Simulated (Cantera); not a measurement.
A closed system holds: 1 mol Zr, 0.069 mol O2, 350 mol H2, equilibrated at 0.133 bar.

Cantera equilibrium calculation (NASA polynomials, part measured and part estimated; ideal gas, pure solids and liquids). Candidate condensed phases: H2O, Zr, ZrO2; 12 gas species. Mutual solubility and eutectic melting of coexisting phases are not modelled. Condensed phases not in the tables: N, O or C dissolved in the metal. Rates play no part.

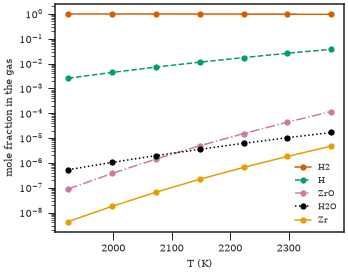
Figure. Equilibrium gas composition (values under 1e-9 drawn at 1e-9)

Read off the mole fractions at 2073 K.

H2 about 0.99, H about 0.0072, H2O about 2.0e-6, ZrO about 1.4e-6, Zr about 6.6e-8.
